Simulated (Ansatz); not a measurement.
# C₇H₇F₂ (charge +1): what the fields show

```yaml
atoms:
  - { symbol: C, position_ang: [-1.0235, 1.6420, -2.0505] }
  - { symbol: C, position_ang: [-0.5266, 0.5210, -1.1900] }
  - { symbol: C, position_ang: [-1.0264, -0.8018, -1.2667] }
  - { symbol: C, position_ang: [-0.5897, -1.8867, -0.4789] }
  - { symbol: C, position_ang: [0.4005, -1.6566, 0.4414] }
  - { symbol: C, position_ang: [1.0121, -0.3281, 0.6273] }
  - { symbol: C, position_ang: [0.4698, 0.7225, -0.2539] }
  - { symbol: F, position_ang: [0.8566, -2.6047, 1.2056] }
  - { symbol: F, position_ang: [0.9975, 1.9054, -0.1038] }
  - { symbol: H, position_ang: [-1.4100, 2.4679, -1.4334] }
  - { symbol: H, position_ang: [-1.8256, 1.3010, -2.7171] }
  - { symbol: H, position_ang: [-0.2088, 2.0522, -2.6676] }
  - { symbol: H, position_ang: [-1.8185, -0.9960, -1.9989] }
  - { symbol: H, position_ang: [-1.0213, -2.8841, -0.5906] }
  - { symbol: H, position_ang: [0.9152, -0.0147, 1.6895] }
  - { symbol: H, position_ang: [2.1131, -0.4001, 0.4903] }
```

Geometry: r2SCAN-D4/def2-SVP.

The calculation used Ansatz, isolated molecule in a Gaussian basis; Kohn-Sham density functional theory, functional PBE0.

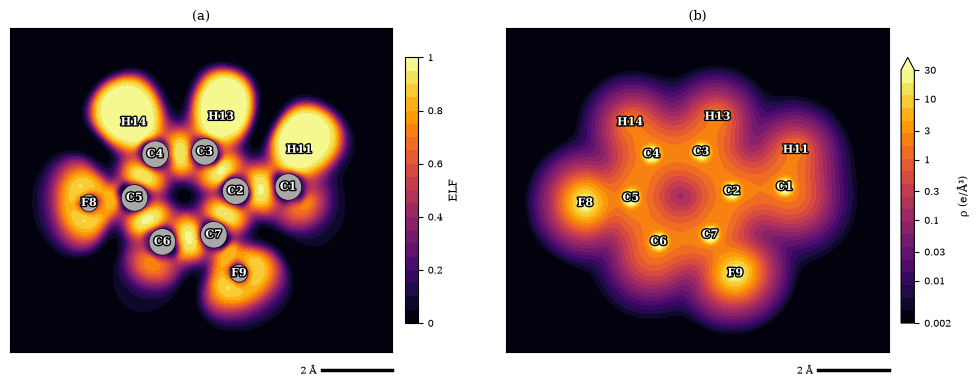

Figure 1. (a) electron localisation function; (b) total electron density on the plane of atoms C2, C7 and C6. Grey discs cover the atomic cores in the ELF map.

Describe what can be read from this map.

Answer. The section cuts through C, F and H sites. C–F (1.30 Å): ρ at the midpoint is about 2.6 e/Å³; the ELF peaks at about 0.85 between the atoms (a shared but strongly polarised pair). C–C (1.37 Å): the density is about 2.2 e/Å³ at the midpoint; the ELF peaks at about 0.95 between the atoms, as expected for a covalent bond. C–H (1.09 Å): ρ at the midpoint is about 2 e/Å³; the ELF climbs to about 1 towards the hydrogen, as it does in any bond to H (a covalent bond by its length). C–C (1.42 Å): ρ at the midpoint is about 2 e/Å³; the ELF peaks at about 0.95 between the atoms: localised, covalent bonding. C–C (1.47 Å): ρ at the midpoint is about 1.8 e/Å³; the ELF peaks at about 0.95 between the atoms: a covalent bond. The ELF also peaks beside F9 and F8, away from the bonds: lone-pair regions.

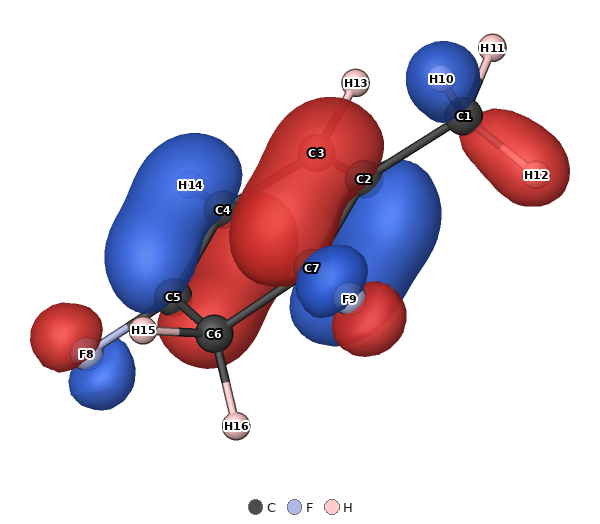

Figure 2. The HOMO at ±0.15 Å⁻³ᐟ² (blue and red are the two phases), seen at an oblique angle.

Describe this orbital and give its energy.

Answer. By Hirshfeld shares it lies mainly on C2 (about 20 %), C7 (about 15 %), C4 (about 15 %), C5 (about 15 %), F9 (about 5 %) and F8 (about 5 %). Its energy is −12.60 eV.

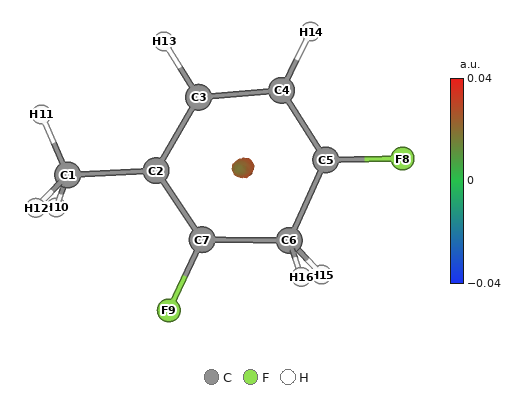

Figure 3. Non-covalent interaction (NCI) plot: the surface where the reduced density gradient is 0.5, for densities under 0.05 a.u., coloured by sign(λ₂)ρ; seen at a tilt.

Identify the weak interactions.

Answer. Inside the ring or cage of C2, C3, C4, C5, C6 and C7: steric crowding (red).
